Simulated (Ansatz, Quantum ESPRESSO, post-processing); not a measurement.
# Screening and band shifts of 1T-PtS2, 1 layer, part 5 of 6

Wanted: polarisability and gap of 1T-PtS2, 1 layer against a perpendicular field.

Quantum ESPRESSO 7.5; plane-wave DFT, vdW-DF-cx, GBRV ultrasoft pseudopotentials made under PBE; geometry and cross-check by Ansatz 0.2.0 with PAW datasets.

So far. Step 11 (Self-consistent run: field 0.4 V/Å): The dipole goes from -0.0000 to 0.1092 e Å, 0.2730 e Å per V/Å. Step 12 (Potential by pp.x): The slope in the vacuum is 0.400 eV/Å for an applied 0.40 V/Å, as it should be.

### 13. Bands along a path: field 0.4 V/Å

f3.bands.in reads:

```
&control
  prefix = 'f3.bands'
  outdir = './out'
  pseudo_dir = './pseudo'
  calculation = 'bands'
  tefield = .true.
  dipfield = .true.
/
&system
  ibrav = 0
  nat = 3
  ntyp = 2
  ecutwfc = 40
  ecutrho = 200
  input_dft = 'vdw-df-cx'
  occupations = 'smearing'
  smearing = 'fd'
  degauss = 0.004
  edir = 3
  emaxpos = 0.97
  eopreg = 0.04
  eamp = 0.00777876
  nbnd = 20
/
&electrons
  conv_thr = 1e-07
  mixing_beta = 0.4
  electron_maxstep = 120
  mixing_mode = 'local-TF'
/
ATOMIC_SPECIES
  S   32.0600  s_pbe_v1.4.uspp.F.UPF
  Pt  195.0840  pt_pbe_v1.4.uspp.F.UPF
CELL_PARAMETERS angstrom
  3.57420286974912 -0.00000000000000 0.00000000000000
  -1.78710143487456 3.09535048348198 -0.00000000000000
  0.00000000000000 0.00000000000000 19.01408639340000
ATOMIC_POSITIONS crystal
  S   0.666666666667 0.333333333333 0.435362688202
  Pt  -0.000000000000 0.000000000000 0.499999984956
  S   0.333333333333 0.666666666667 0.564637326843
K_POINTS crystal_b
4
  0.0000000000 0.0000000000 0.0000000000 14
  0.5000000000 0.0000000000 0.0000000000 14
  0.3333333333 0.3333333333 0.0000000000 14
  0.0000000000 0.0000000000 0.0000000000 1
```

The run is started by

```console
> cp -r out/f3.save out/f3.bands.save
> cp out/f3.xml out/f3.bands.xml
> OMP_NUM_THREADS=1 mpirun -n 4 pw.x -nk 4 -in f3.bands.in > f3.bands.out
```

Numbers of over 12 decimals in the logs are rounded to 6 here.

What it wrote:

```text
[banner, memory and clock lines left out]
Program PWSCF v.7.5 starts
[citation notice left out]

[...]
bravais-lattice index     =            0
     lattice parameter (alat)  =       6.7543  a.u.
     unit-cell volume          =    1419.5840 (a.u.)^3
     number of atoms/cell      =            3
     number of atomic types    =            2
     number of electrons       =        28.00
     number of Kohn-Sham states=           20
     kinetic-energy cutoff     =      40.0000  Ry
     charge density cutoff     =     200.0000  Ry
     Exchange-correlation= VDW-DF-CX
                           (   1   4  27   0   1   0   0)

[...]
PseudoPot. # 1 for S  read from file:
     ./pseudo/s_pbe_v1.4.uspp.F.UPF
     Pseudo is Ultrasoft + core correction, Zval =  6.0
     Generated by new atomic code, or converted to UPF format
     Using radial grid of  907 points,  6 beta functions with:
                l(1) =   0
                l(2) =   0
                l(3) =   1
                l(4) =   1
                l(5) =   2
                l(6) =   2
     Q(r) pseudized with  8 coefficients,  rinner =    1.300   1.300   1.300
                                                       1.300   1.300

     PseudoPot. # 2 for Pt read from file:
     ./pseudo/pt_pbe_v1.4.uspp.F.UPF
     Pseudo is Ultrasoft + core correction, Zval = 16.0
     Generated by new atomic code, or converted to UPF format
     Using radial grid of  985 points,  6 beta functions with:
                l(1) =   0
                l(2) =   0
                l(3) =   1
                l(4) =   1
                l(5) =   2
                l(6) =   2
     Q(r) pseudized with  8 coefficients,  rinner =    1.300   1.300   1.300
                                                       1.300   1.300

     atomic species   valence    mass     pseudopotential
     S                 6.00    32.06000     S ( 1.00)
     Pt               16.00   195.08400     Pt( 1.00)

     No symmetry found

[...]
number of k points=    43  Fermi-Dirac smearing, width (Ry)=  0.0040
[...]
Dense  grid:    67889 G-vectors     FFT dimensions: (  32,  32, 162)

     Smooth grid:    48595 G-vectors     FFT dimensions: (  27,  27, 150)

     The potential is recalculated from file :
     ./out/f3.bands.save/charge-density

     negative rho (up, down):  1.725E-01 0.000E+00

     %%%%%%%%%%%%%%%%%%%%%%%%%%%%%%%%%%%%%%%%%%%%%%%%%%%%%%%%%%%%%%%%%%%%%%%%
     %                                                                      %
     % You are using vdW-DF, which was implemented by the Thonhauser group. %
     % possible and the two reviews that describe the various versions:     %
     %                                                                      %
     %                                                                      %
     % If you are calculating stress with vdW-DF, please also cite:         %
     %                                                                      %
     %                                                                      %
     %%%%%%%%%%%%%%%%%%%%%%%%%%%%%%%%%%%%%%%%%%%%%%%%%%%%%%%%%%%%%%%%%%%%%%%%

     %%%%%%%%%%%%%%%%%%%%%%%%%%%%%%%%%%%%%%%%%%%%%%%%%%%%%%%%%%%%%%%%%%%%%%%%
     %                                                                      %
     %  vdW-DF NEWS:                                                        %
     %                                                                      %
     %  * vdW-DF3 is now available. DOI: 10.1021/acs.jctc.0c00471           %
     %    use with input_dft = 'vdW-DF3-opt1' or 'vdW-DF3-opt2'             %
     %                                                                      %
     %  * Unscreened and range-separated hybrid vdW-DF-cx functionals       %
     %    DOI: 10.1063/1.4986522 and 10.1088/1361-648X/ac2ad2               %
     %    use with input_dft = 'vdW-DF-cx0'    and 'vdW-DF-ahcx'            %
     %  * Unscreened and range-separated hybrid vdW-DF2-b86r functionals    %
     %    DOI: 10.1063/1.4986522 and DOI: 10.1103/PhysRevX.12.041003        %
     %    use with input_dft = 'vdW-DF2-br0' and 'vdW-DF2-ahbr'             %
     %                                                                      %
     %%%%%%%%%%%%%%%%%%%%%%%%%%%%%%%%%%%%%%%%%%%%%%%%%%%%%%%%%%%%%%%%%%%%%%%%

     Adding external electric field

     Computed dipole along edir(3) :
        Dipole                0.2064 Ry au,          0.5245 Debye
        Dipole field          0.0018 Ry au,

        E field amplitude [Ha a.u.]:  7.7788E-03
        Potential amp.        0.4106 Ry
        Total length         34.4942 bohr

     Starting wfcs are   20 randomized atomic wfcs

     Band Structure Calculation
     Davidson diagonalization with overlap

     ethr =  3.57E-10,  avg # of iterations = 51.8

     End of band structure calculation

          k = 0.0000 0.0000 0.0000 (  6061 PWs)   bands (ev):

   -54.9092 -54.9092 -54.8053 -16.1406 -13.9217  -7.7040  -7.7040  -7.3197
    -5.0445  -5.0445  -2.9795  -2.8147  -2.4340  -2.4340   1.0121   1.0121
     1.3830   2.6369   3.5169   3.9163

          k = 0.0357 0.0206 0.0000 (  6059 PWs)   bands (ev):

   -54.9095 -54.9093 -54.8052 -16.1248 -13.9257  -7.7019  -7.6938  -7.3053
    -5.0675  -5.0583  -3.0696  -2.7975  -2.4252  -2.3790   0.9236   0.9888
     1.4036   2.6638   3.5570   3.9950

[...]
```

The job ended after 74 s (4 MPI ranks of Arm Neoverse N1, shared host; peak memory 0.7 GiB).

Band numbers count within the set of bands kept for display. Electronic bands along the path, in eV, zero at the highest filled level of the SCF mesh; v1 is the highest filled band, c1 the lowest empty one:

| point | v4 | v3 | v2 | v1 | c1 | c2 | c3 | c4 |
| --- | --- | --- | --- | --- | --- | --- | --- | --- |
| Γ | -0.81 | -0.65 | -0.27 | -0.27 | 3.18 | 3.18 | 3.55 | 4.80 |
| M | -2.14 | -1.99 | -1.70 | -1.35 | 2.76 | 2.96 | 5.49 | 6.70 |
| K | -2.48 | -2.21 | -0.75 | -0.71 | 2.11 | 2.14 | 6.82 | 8.53 |
| Γ | -0.81 | -0.65 | -0.27 | -0.27 | 3.18 | 3.18 | 3.55 | 4.80 |

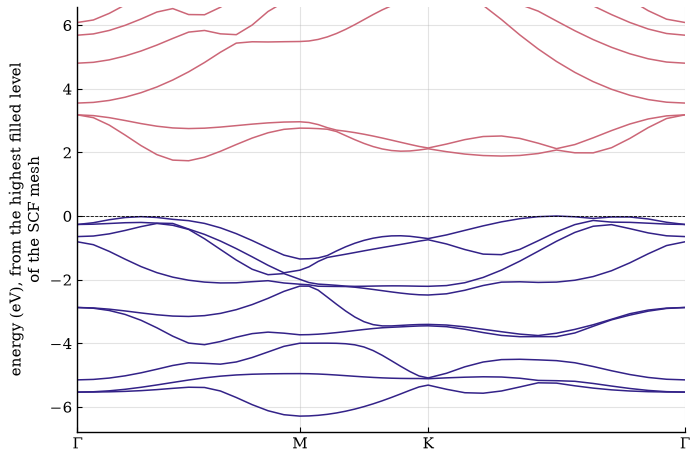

Electronic bands along the path; lines of filled and empty bands in two colours.

Upper empty bands that drop with the field can be states of the vacuum, held by the sawtooth; they depend on the cell's width.

Along this path the valence top lies between K and Γ and the conduction bottom between Γ and M.

### 14. Valence density

The density shows how far the electrons spill into the vacuum.

f0.rho.in reads:

```
&inputpp
  prefix = 'f0'
  outdir = './out'
  filplot = 'f0.rho.dat'
  plot_num = 0
/
```

The run is started by

```console
> OMP_NUM_THREADS=1 mpirun -n 4 pp.x -in f0.rho.in > f0.rho.out
```

What it wrote:

```text
[banner, memory and clock lines left out]
Program POST-PROC v.7.5 starts

          URL

     ./out/f0.save/

     IMPORTANT: XC functional enforced from input :
     Exchange-correlation= VDW-DF-CX
                           (   1   4  27   0   1   0   0)
     Any further DFT definition will be discarded
     Please, verify this is what you really want

     negative rho (up, down):  1.725E-01 0.000E+00

     %%%%%%%%%%%%%%%%%%%%%%%%%%%%%%%%%%%%%%%%%%%%%%%%%%%%%%%%%%%%%%%%%%%%%%%%
     %                                                                      %
     % You are using vdW-DF, which was implemented by the Thonhauser group. %
     % possible and the two reviews that describe the various versions:     %
     %                                                                      %
     %                                                                      %
     % If you are calculating stress with vdW-DF, please also cite:         %
     %                                                                      %
     %                                                                      %
     %%%%%%%%%%%%%%%%%%%%%%%%%%%%%%%%%%%%%%%%%%%%%%%%%%%%%%%%%%%%%%%%%%%%%%%%

     %%%%%%%%%%%%%%%%%%%%%%%%%%%%%%%%%%%%%%%%%%%%%%%%%%%%%%%%%%%%%%%%%%%%%%%%
     %                                                                      %
     %  vdW-DF NEWS:                                                        %
     %                                                                      %
     %  * vdW-DF3 is now available. DOI: 10.1021/acs.jctc.0c00471           %
     %    use with input_dft = 'vdW-DF3-opt1' or 'vdW-DF3-opt2'             %
     %                                                                      %
     %  * Unscreened and range-separated hybrid vdW-DF-cx functionals       %
     %    DOI: 10.1063/1.4986522 and 10.1088/1361-648X/ac2ad2               %
     %    use with input_dft = 'vdW-DF-cx0'    and 'vdW-DF-ahcx'            %
     %  * Unscreened and range-separated hybrid vdW-DF2-b86r functionals    %
     %    DOI: 10.1063/1.4986522 and DOI: 10.1103/PhysRevX.12.041003        %
     %    use with input_dft = 'vdW-DF2-br0' and 'vdW-DF2-ahbr'             %
     %                                                                      %
     %%%%%%%%%%%%%%%%%%%%%%%%%%%%%%%%%%%%%%%%%%%%%%%%%%%%%%%%%%%%%%%%%%%%%%%%

     Adding external electric field

     Computed dipole along edir(3) :
        Dipole               -0.0000 Ry au,         -0.0000 Debye
        Dipole field         -0.0000 Ry au,

        Potential amp.        0.0000 Ry
        Total length         34.4942 bohr

     Calling punch_plot, plot_num =   0
     Writing data to file  f0.rho.dat
     Message from routine chdens:
     namelist plot not found or invalid, exiting

Note: The following floating-point exceptions are signalling: IEEE_UNDERFLOW_FLAG
Note: The following floating-point exceptions are signalling: IEEE_UNDERFLOW_FLAG
Note: The following floating-point exceptions are signalling: IEEE_UNDERFLOW_FLAG
Note: The following floating-point exceptions are signalling: IEEE_UNDERFLOW_FLAG
```

Wall time 31 s (4 MPI ranks); peak memory 0.21 GiB; 2.1 min of CPU time.

Numbers from this step:

```
electrons by integration : 28.00 e
```

Mean over planes. Table of valence density, planar mean by z:

| z (Å) | valence density, planar mean (e/Å³) |
| --- | --- |
| 4 | 7.5e-6 |
| 6 | 0.00205 |
| 8 | 0.329 |
| 10 | 0.922 |
| 12 | 0.0443 |
| 14 | 1.3e-4 |
| 16 | 0 |

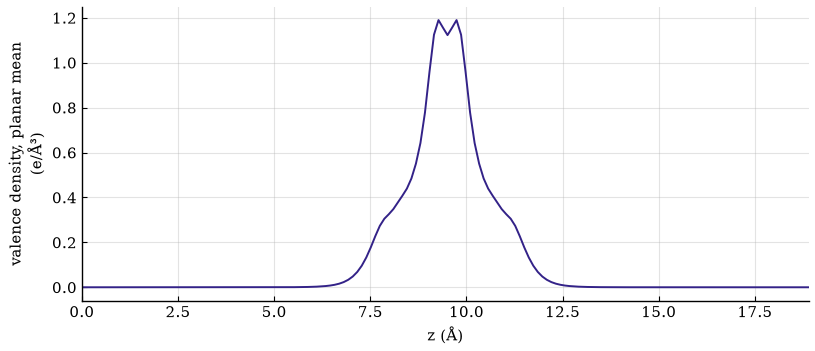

Valence density, planar mean, plotted against z.

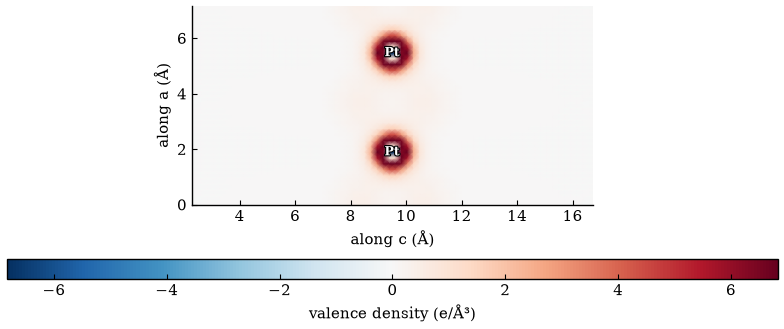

Valence density in the ca plane at fractional y = 0.000, with atoms of Pt within 0.2 Å of it. It is the smooth field of the valence electrons, not physical close to the nuclei. The map starts off the cell's origin, so that atoms lie inside it. The far vacuum is left out of the map.

The density integrates to 28.000 electrons, as the 28 of the input ask.

### 15. Valence density

f2.rho.in reads:

```
&inputpp
  prefix = 'f2'
  outdir = './out'
  filplot = 'f2.rho.dat'
  plot_num = 0
/
```

The run is started by

```console
> OMP_NUM_THREADS=1 mpirun -n 4 pp.x -in f2.rho.in > f2.rho.out
```

Wall time 31 s (4 MPI ranks); peak memory 0.21 GiB; 2.1 min of CPU time.

### 16. Charge moved by a field of 0.2 V/Å

This step gave:

```
largest charge moved across a plane : 0.001099 e/Å²
dipole step                         : -0.8920 eV
```

Planar mean against z:

| z (Å) | planar mean (e/Å³) |
| --- | --- |
| 2 | 5.7e-8 |
| 4 | 3.0e-6 |
| 6 | 1.2e-4 |
| 8 | 3.0e-4 |
| 10 | 3.6e-5 |
| 12 | -5.7e-4 |
| 14 | -1.8e-5 |
| 16 | -2.6e-7 |
| 18 | -2.7e-9 |

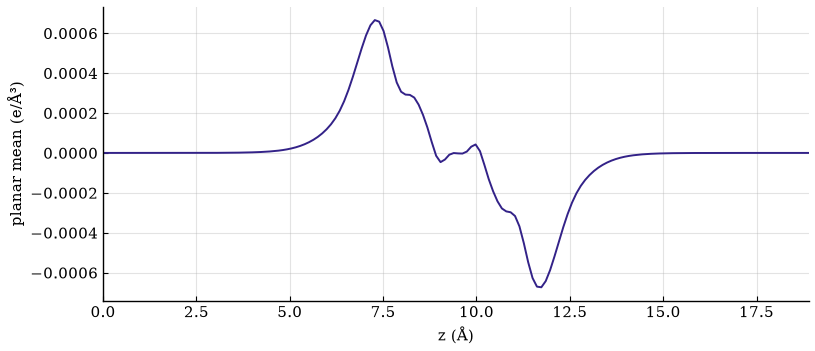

Planar mean, plotted against z.

Table of running integral, electrons below z by z:

| z (Å) | running integral, electrons below z (e/Å²) |
| --- | --- |
| 2 | 3.1e-8 |
| 4 | 1.7e-6 |
| 6 | 7.7e-5 |
| 8 | 9.3e-4 |
| 10 | 0.00110 |
| 12 | 3.3e-4 |
| 14 | 7.6e-6 |
| 16 | 1.0e-7 |

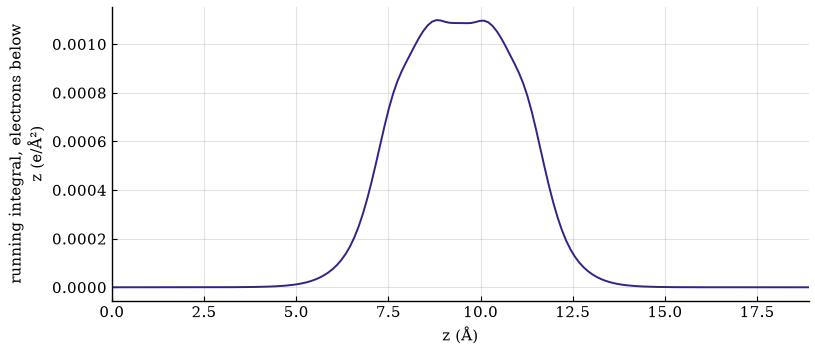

Running integral, electrons below z against z.

### 17. Polarisability from the dipole between 0 and 0.1 V/A

This step gave:

```
change of slope in the vacuum : 0.09999 eV/Å
polarisability a cell         : 3.919 Å³
sheet polarisability 4πα/A    : 4.451 Å
```

Change of the potential energy, second field less first against z:

| z (Å) | change of the potential energy, second field less first (eV) |
| --- | --- |
| 0 | -0.363 |
| 1 | -0.627 |
| 2 | -0.527 |
| 3 | -0.427 |
| 4 | -0.327 |
| 5 | -0.228 |
| 6 | -0.130 |
| 7 | -0.0466 |
| 8 | -0.00725 |
| 9 | -8.3e-4 |
| 10 | 8.4e-4 |
| 11 | 0.00736 |
| 12 | 0.0467 |
| 13 | 0.131 |
| 14 | 0.228 |
| 15 | 0.328 |
| 16 | 0.428 |
| 17 | 0.528 |
| 18 | 0.628 |

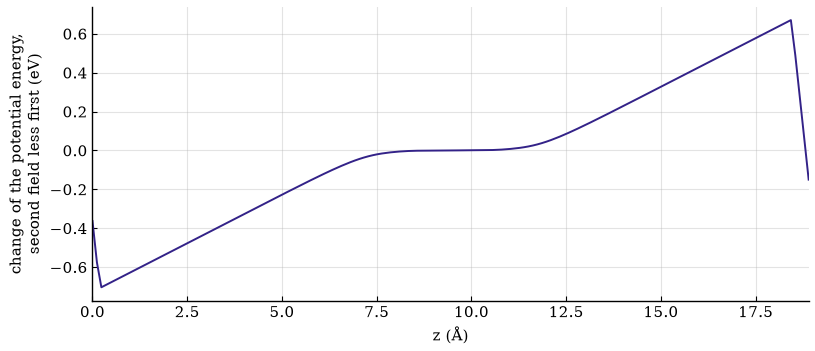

Change of the potential energy, second field less first against z.

### 18. Dipole against field

The dipole along the normal, dipole moment by applied field:

| applied field (V/Å) | dipole along the normal, dipole moment (e·Å) |
| --- | --- |
| 0.000 | 0 |
| 0.100 | 0.0272 |
| 0.200 | 0.0545 |
| 0.400 | 0.109 |

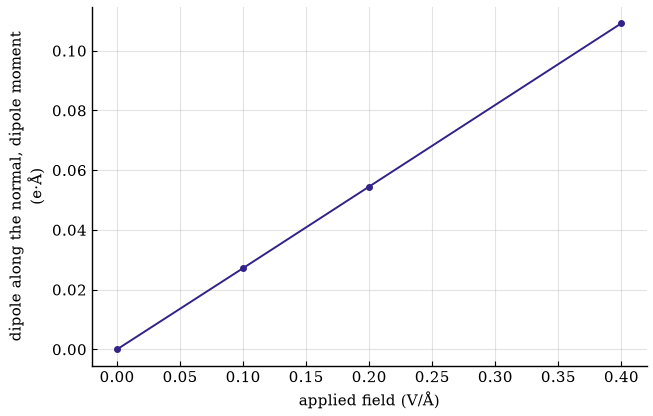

Dipole along the normal, dipole moment against applied field.

### 19. Cross-check with Ansatz: field 0.1 V/Å

A second code with its own PAW datasets, on the same atoms.

Level of this step: plane-wave DFT, PBE, Ansatz PAW (Ansatz 0.2.0).

input.yaml reads:

```yaml
crystal:
  lattice:
    - [3.5742028697, 0.0, 0.0]
    - [-1.7871014349, 3.0953504835, 0.0]
    - [0.0, 0.0, 19.0140863934]
  atoms:
    - { symbol: S, position: [0.6666666667, 0.3333333333, 0.4353626882] }
    - { symbol: Pt, position: [0.0, 0.0, 0.499999985] }
    - { symbol: S, position: [0.3333333333, 0.6666666667, 0.5646373268] }
kpoints:
  mp_grid: { grid: [12, 12, 1] }
hamiltonian:
  xc: pbe
scf:
  occupations: { method: fermi_dirac, width: 0.054 }
  convergence: { dr2_threshold: 1.0e-09 }
efield:
  axis: 3
  dipole_correction: true
  ramp_position: 0.97
  ramp_width: 0.04
  amplitude: 0.1
output:
  write_potential: true
  write_density: true
  volumetric_format: npy
```

The run is started by

```console
> ansatz run input.yaml --threads 4 --pin off --max-ram 8192MiB --backend cpu --events-out ev --progress --plain --runs-dir out
```

What it wrote:

```text
[...]
Crystal: 3 atoms, lattice volume = 210.361 Å³
Basis set: ecut = 420 eV, 4053 PW (Γ)
Bands: 19, of which v1, the nominal top of the filled ones, is band 15 counted from 1 (14 counted from 0)
Symmetry: 6 space group operations
k-points: 19 of 144 (time reversal used)
[...]
SCF iter   1: F=—  HF=-14329.600003 eV  |F-HF|=—  |Δ(HF+E_count)|=         —  Δρ=5.47e-2  dr2=7.30e0  ethr=3.10e-3  p=0.027 e·Å  D=2.35e-2 V/Å  ΔV_dip=-0.45 eV  dr2_dipole=1.02e-6  V_vac-E_F(+/−)=5.41/4.09 eV  ⟨swp⟩=8.0  Hψ=2266  notcnv=0
[...]
SCF iter  12: F=-14328.254234 eV  HF=-14328.254234 eV  |F-HF|=4.55e-11  |Δ(HF+E_count)|=  2.80e-10  Δρ=3.20e-7  dr2=1.89e-10  ethr=3.33e-12  p=0.027 e·Å  D=2.33e-2 V/Å  ΔV_dip=-0.44 eV  dr2_dipole=9.09e-12  V_vac-E_F(+/−)=6.06/4.74 eV  ⟨swp⟩=3.5  Hψ=1455  notcnv=0
SCF 1 converged in 12 iterations: F = -14328.254234 eV  dr2 = 1.89e-10
[...]
WARN: The output density's exchange-correlation potential varies sharply where the density is thin. Do not read a vacuum level from v_tot or v_xc, or from such a field of the output density. On a cell that repeats whose density bears no net charge and no dipole along the vacuum's axis use v_es (v_loc + v_h of the components); under efield.dipole_correction with no amplitude use v_es + v_field, which holds any externa [...]
SCF converged after 12 iterations
Free energy (F): -14328.254234 eV
[...]
Internal energy: -14328.254234 eV  (E = F + TS)
E sigma→0 (E₀):  -14328.254234 eV
Entropy (-TS):   -0.000000 eV (-0.000 meV/atom)
Fermi energy:    -1.143809 eV
Dipole field:    D = 0.023256 V/Å  (p = 0.027036 e·Å, saw-weighted, corrected)
Work function:   not extracted (applied field tilts the vacuum); planar V_es + V_field profile in the machine report
[...]
--- Band table (eV; the first three rows and the last of 19) ---
  k-point 0: bands = [... 11 lower, -2.8317, -2.7110, -2.3364, -2.3364, 1.1425, 1.1425, 3.2851, 3.7695]
  k-point 1: bands = [... 11 lower, -3.2368, -2.5795, -2.2948, -2.1465, 0.7242, 1.0272, 3.4732, 3.9750]
  k-point 2: bands = [... 11 lower, -3.7646, -2.3105, -2.2757, -2.0817, -0.0125, 0.8119, 3.9077, 4.3855]
  k-point 18: bands = [... 11 lower, -4.5026, -4.2781, -2.7718, -2.7626, 0.0929, 0.0992, 4.8043, 6.8899]
```

Wall time 5.2 s (4 threads); peak memory 0.45 GiB; 20 s of CPU time.

This step gave:

| Quantity | Value |
| --- | --- |
| free energy | -14328.2542 eV |
| Fermi energy | -1.144 eV |
| gap by band count | 1.771 eV |
| dipole along the normal | 0.02704 e·Å |

At 0.1 V/Å Ansatz's dipole is 0.0270 e Å against 0.0272 from pw.x, under another functional.

### 20. Cross-check with Ansatz: field -0.1 V/Å

input.yaml is the input of step 19 with these lines changed:

```diff
@@ -21,3 +21,3 @@
   ramp_width: 0.04
-  amplitude: 0.1
+  amplitude: -0.1
 output:
```

What it wrote:

```text
[...]
Crystal: 3 atoms, lattice volume = 210.361 Å³
Basis set: ecut = 420 eV, 4053 PW (Γ)
Bands: 19, of which v1, the nominal top of the filled ones, is band 15 counted from 1 (14 counted from 0)
Symmetry: 6 space group operations
k-points: 19 of 144 (time reversal used)
[...]
--- Band table (eV; the first three rows and the last of 19) ---
  k-point 0: bands = [... 11 lower, -2.8609, -2.7402, -2.3656, -2.3656, 1.1133, 1.1133, 3.2587, 3.7408]
  k-point 1: bands = [... 11 lower, -3.2660, -2.6087, -2.3240, -2.1757, 0.6951, 0.9980, 3.4479, 3.9465]
  k-point 2: bands = [... 11 lower, -3.7938, -2.3397, -2.3049, -2.1109, -0.0416, 0.7827, 3.8846, 4.3564]
  k-point 18: bands = [... 11 lower, -4.5317, -4.3073, -2.8010, -2.7918, 0.0637, 0.0700, 4.7751, 6.8608]
[key lines of the parts left out:]
SCF converged after 12 iterations
Free energy (F): -14328.254234 eV
Fermi energy:    -1.172994 eV
Dipole field:    D = -0.023258 V/Å  (p = -0.027038 e·Å, saw-weighted, corrected)
```

It took 5.2 s on 4 threads; peak memory 0.45 GiB; 20 s of CPU time.

This step gave:

- Fermi energy: -1.173 eV
- dipole along the normal: -0.02704 e·Å

### 21. Dipole against field, Ansatz

Table of dipole along the normal, dipole moment by applied field:

| applied field (V/Å) | dipole along the normal, dipole moment (e·Å) |
| --- | --- |
| -0.1000 | -0.0270 |
| 0.0000 | -1.5e-5 |
| 0.1000 | 0.0270 |

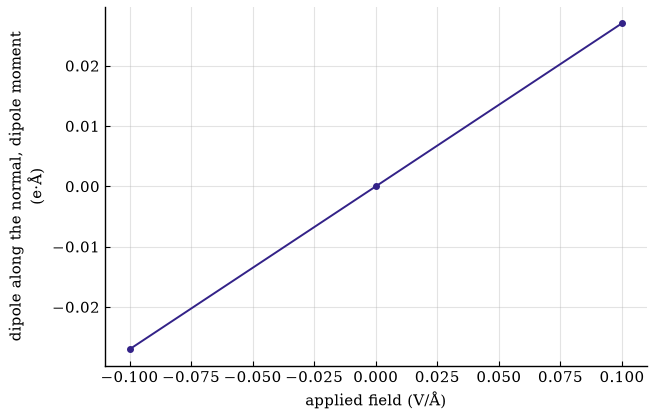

Dipole along the normal, dipole moment, plotted against applied field.

[end of part 5 of 6]

[Logs are printed without paths, hosts, clocks, repeated set-up lines and the standing remarks that a program may print on its own settings, such as how far it seeks lower states.]

[Hosts, paths, dates, database ids (printed as entryN), source tags and the programs' standing remarks are cut or masked in the printed files.]

[Maps of the electrostatic potential energy from Ansatz leave out the sawtooth potential of an applied field or a dipole correction, so their vacuum need not be flat; planar profiles and work functions include it.]
